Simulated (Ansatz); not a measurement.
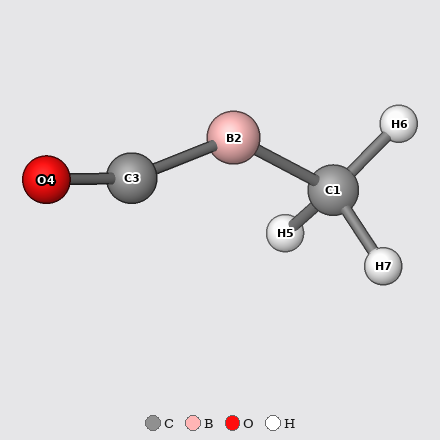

The system is C2H3BO, SMILES CB=C=O; the picture shows the reference structure. First axis: angle C1–B2–C3. Second axis: change of the bonds B2–C1, B2–C3, all alike. Nothing is relaxed (all other coordinates rigid). The grid has 9 × 9 points. Points are written as (first, second). Energies: kJ/mol, counted from the relaxed molecule at the same level. Level of theory: RKS r2SCAN-D4/def2-TZVP (Ansatz 0.2.0).

Its coordinates:

```yaml
atoms:
  - { symbol: C, position_ang: [-0.4150, 0.7637, -0.5343] }
  - { symbol: B, position_ang: [-0.0545, -0.1232, 0.6555] }
  - { symbol: C, position_ang: [0.7470, -1.2945, 0.9769] }
  - { symbol: O, position_ang: [1.2546, -2.1834, 1.5455] }
  - { symbol: H, position_ang: [-0.9702, 0.1250, -1.2402] }
  - { symbol: H, position_ang: [-1.0351, 1.6312, -0.3091] }
  - { symbol: H, position_ang: [0.4732, 1.0812, -1.0943] }
```

Range: angle C1–B2–C3 from 95.3 to 180.0°; change of the bonds B2–C1, B2–C3, all alike from −0.164 to 0.254 Å.

> Predict the map.

The lowest grid point is at (137.7°, −0.007 Å), 0.49 kJ/mol from the relaxed molecule at the same level. No other kind of well shows on this grid. The highest grid point, (95.3°, −0.164 Å), lies 296 kJ/mol above the lowest. Round the minimum the valley is somewhat tilted: raising angle C1–B2–C3 shifts the best value of the second coordinate downwards (coupling k₁₂/√(k₁₁k₂₂) about 0.4).

```tsv
second ↓, first →	95.3	105.9	116.5	127.1	137.7	148.2	158.8	169.4	180.0
0.254	104	92	92	102	118	138	159	180	196
0.201	86	68	64	69	80	97	115	132	146
0.149	74	50	40	40	48	60	75	90	102
0.097	70	39	23	18	22	30	42	54	65
0.045	77	38	16	6	5	10	18	28	37
−0.007	98	51	22	6	0	1	6	14	22
−0.060	139	83	47	25	13	10	12	17	24
−0.112	202	138	94	65	49	41	39	42	48
−0.164	296	223	171	135	113	100	95	96	100
```

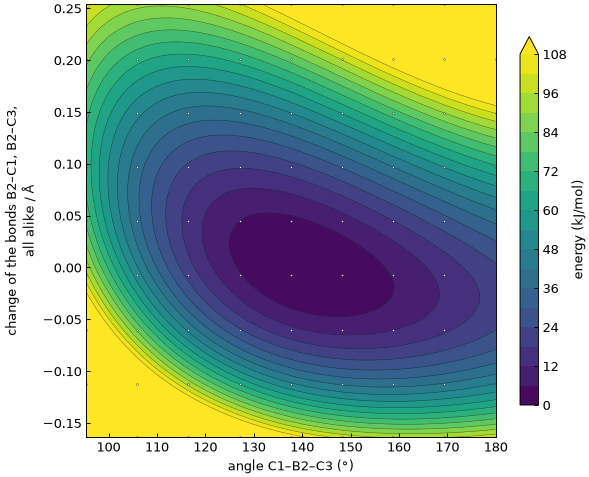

In the figure: filled contours, dots at the grid points, one colour for all values above the top of the scale. Between grid points the surface is interpolated.

Each point was launched as `ansatz run input.yaml --threads 1 --pin off --max-ram 2560MiB --backend cpu --events-out ev --progress --plain --runs-dir out`. The whole map (81 points run) took 11 min on 1 thread of Intel(R) Xeon(R) Platinum 8259CL CPU @ 2.50GHz (Skylake/Cascade Lake), on a shared host.
